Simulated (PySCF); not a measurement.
# BGaH6 (H2Ga(BH4)): the cost of one run

Computed with PySCF 2.14.0. Level: levels as typed in each script, gas phase, geometry from GFN2-xTB.

## Step 1: Where the work starts

8 atoms, charge 0, spin multiplicity 1.

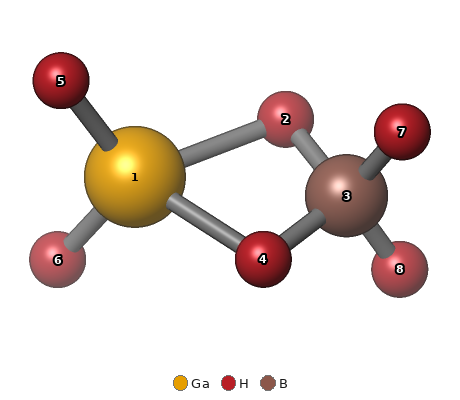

The structure; gallium amber, hydrogen red, boron brown; atoms are numbered from 1 in the order of the file.

As a file:

```xyz
8
BGaH6
Ga    0.4334    0.0000    0.0000
H    -1.0452   -0.0002    1.0471
B    -1.8083    0.0000    0.0001
H    -1.0450    0.0002   -1.0473
H     1.2336    1.3357    0.0003
H     1.2336   -1.3358   -0.0001
H    -2.3860    1.0263   -0.0003
H    -2.3860   -1.0263   -0.0002
```

## Step 2: Localised orbitals (TPSS/def2-svp)

Contents of input.py:

```python
import numpy as np
from pyscf import gto, scf, dft, lo
from pyscf.data.elements import chemcore

def solve(mol, dm0=None, hcore=None):
    mf = (dft.UKS if mol.spin else dft.RKS)(mol, xc='tpss')
    mf.grids.level = 3
    mf = mf.density_fit(auxbasis='def2-universal-jkfit')
    mf.conv_tol, mf.max_cycle = 1e-8, 80
    if hcore is not None:
        mf.get_hcore = lambda *args: hcore
    mf.kernel(dm0)
    if not mf.converged:
        mf = mf.newton().run(mf.mo_coeff, mf.mo_occ, max_cycle=30)
    assert mf.converged, 'SCF not converged'
    return mf

mol = gto.M(atom='''
Ga     0.43344     0.00000    -0.00001
H     -1.04515    -0.00023     1.04708
B     -1.80835     0.00000     0.00013
H     -1.04497     0.00023    -1.04728
H      1.23364     1.33575     0.00030
H      1.23364    -1.33576    -0.00011
H     -2.38603     1.02626    -0.00025
H     -2.38603    -1.02626    -0.00018
''', basis='def2-svp', charge=0, spin=0, verbose=4)
mf = solve(mol)
occ_all = mf.mo_coeff[:, mf.mo_occ > 0]
occ = occ_all[:, chemcore(mol):]
pm = lo.PM(mol, occ, pop_method='meta_lowdin')
loc = pm.kernel()
for _ in range(5):
    new, stable = pm.stability_jacobi(return_status=True)
    if stable:
        break
    loc = pm.kernel(new)
fock, s = mf.get_fock(), mf.get_ovlp()
ortho = lo.orth_ao(mol, 'meta_lowdin')
labels = mol.ao_labels(fmt=None)
vir = loc[:, :0]
both = np.hstack([loc, vir])
p = (ortho.T @ s @ both) ** 2
pop = np.array([p[[l[0] == a for l in labels]].sum(0) for a in range(mol.natm)])
spd = np.array([[p[[l[0] == a and l[2][-1] == k for l in labels]].sum(0) for k in 'spd'] for a in range(mol.natm)])
eps = np.einsum('pi,pq,qi->i', both, fock, both)
for i in np.argsort(eps):
    top = np.argsort(-pop[:, i])[:3]
    print('%3d %s %9.4f Eh ' % (i + 1, 'occ' if i < loc.shape[1] else 'vir', eps[i]), '  '.join('%s%d %.3f' % (mol.atom_symbol(a), a + 1, pop[a, i]) for a in top))
np.savez('result.npz', c=both, nocc=loc.shape[1], pop=pop, spd=spd, eps=eps, e=mf.e_tot)
```

Launch:

```bash
$ OMP_NUM_THREADS=1 python input.py
```

What time and memory should one allow on 1 thread of Intel Xeon 6975P-C (Granite Rapids), shared host?

About 6.3 s, with a peak of 0.36 GiB.
